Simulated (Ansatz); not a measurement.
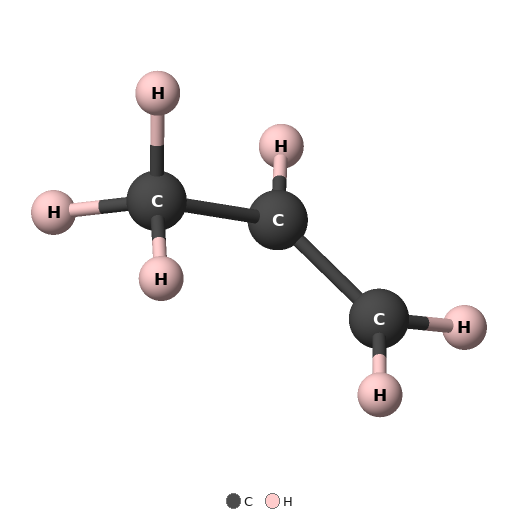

Harmonic vibrations computed with RKS PBE0-D4/def2-TZVP (Ansatz 0.2.0) at a stationary point of the same level.

**Minimum or transition state?**

A minimum: no imaginary frequency, and the lowest mode lies at 208 cm⁻¹.

**List the wavenumbers.**

21 modes: 208, 422, 592, 941, 942, 947, 1028, 1069, 1193, 1326, 1398, 1444, 1470, 1484, 1730, 3038, 3094, 3125, 3147, 3154, 3238 cm⁻¹.
